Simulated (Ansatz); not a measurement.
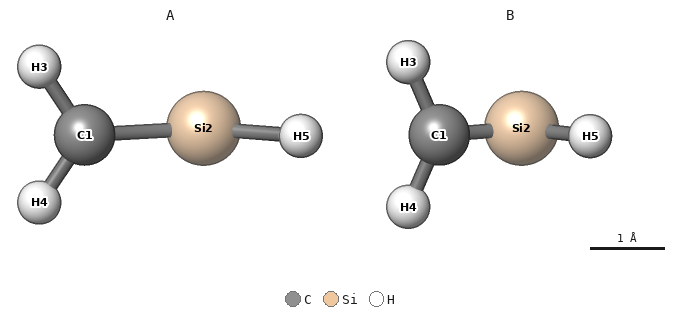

Two geometries of CH3Si (charge +1), drawn at one scale. One is the start of a relaxation, the other its converged end. Style: ball-and-stick. Shown face on.

Method: RKS PBE-D4/def2-SVP in Ansatz 0.2.0. (force threshold 0.03 eV/Å; at most 250 steps)

**Which of the two is the end point?**

Structure A is the relaxed one. It is one of the separated reactants of a reaction. The atom that moves furthest after the best rigid fit is H5 (0.69 Å). Largest moves by element: H 0.69 Å, Si 0.30 Å, C 0.20 Å. Some distances before and after: Si2–H3 1.923 → 2.486 Å, C1–Si2 1.289 → 1.735 Å, Si2–H5 1.208 → 1.504 Å, C1–H3 1.075 → 1.114 Å. Among the angles between lasting bonds that change: H3–C1–H4 133.7° → 113.0°, C1–Si2–H5 109.9° → 129.3°, Si2–C1–H3 108.5° → 120.0°. After 9 geometry steps the energy has fallen by 830.5 kJ/mol. Largest force component: 38 eV/Å at the start, 0.019 eV/Å at the end. The run took 4.9 s on 2 threads of Intel Xeon @ 2.60GHz, on a shared host.
